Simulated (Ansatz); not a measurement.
```
CELL_PARAMETERS angstrom
3.90301 0.00000 0.00000
0.00000 23.40155 0.00000
0.00000 0.00000 3.89280
ATOMIC_POSITIONS crystal
Mn 0.00000 0.00000 0.00000
Mn 0.50000 0.50000 0.00000
Mn 0.00000 0.31640 0.50000
Mn 0.50000 0.81640 0.50000
Mn 0.00000 0.68360 0.50000
Mn 0.50000 0.18360 0.50000
Ge 0.00000 0.50000 0.50000
Ge 0.50000 0.00000 0.50000
Ge 0.00000 0.22070 0.00000
Ge 0.50000 0.72070 0.00000
Ge 0.00000 0.77930 0.00000
Ge 0.50000 0.27930 0.00000
Ge 0.00000 0.41286 0.00000
Ge 0.50000 0.91286 0.00000
Ge 0.00000 0.58714 0.00000
Ge 0.50000 0.08714 0.00000
Ge 0.00000 0.08727 0.50000
Ge 0.50000 0.58727 0.50000
Ge 0.00000 0.91273 0.50000
Ge 0.50000 0.41273 0.50000
Fe 0.00000 0.12817 0.00000
Fe 0.50000 0.62817 0.00000
Fe 0.00000 0.87183 0.00000
Fe 0.50000 0.37183 0.00000
```

Space group Cmmm; built by placing these elements on a known structure type; not relaxed (largest force 0.3 eV/Å); computed pressure about 8 GPa in this cell; computed without spin polarisation; Hubbard U of 5.23 eV on Mn d only.

Method: Ansatz 0.2.0, DFT, PAW plane waves, PBE+U.

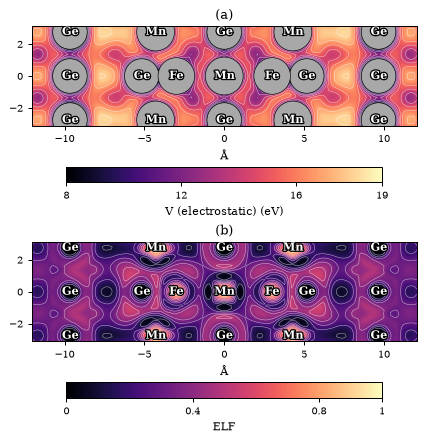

Mn₃Fe₂Ge₇. (a) electrostatic potential (local pseudopotential plus Hartree) felt by an electron; (b) electron localisation function on the (101) plane of the conventional cell. Grey discs cover the atomic cores in the potential map.

Core electrons are frozen (PAW), and the valence fields are smoothed inside the atomic spheres.

> What does the map show?

The section cuts through Mn, Ge and Fe sites.
Fe–Ge (2.17 Å): the ELF is about 0.40 at the midpoint.
Mn–Ge (2.76 Å): the ELF is about 0.35 at the midpoint.
Mn–Fe (3.00 Å): the ELF is about 0.30 at the midpoint (no shared electron pair shows on this line).
Ge–Ge (2.76 Å): the ELF is about 0.45 at the midpoint.
Mn–Ge (2.89 Å): the ELF is about 0.35 at the midpoint.
The features right at Mn and Fe lie inside the PAW spheres, where the map follows smoothed inner orbitals and isn't to be read closely.
Outside the cores the potential energy rises away from the atoms and is highest about 1.9 Å from the nearest atoms; its zero is arbitrary.
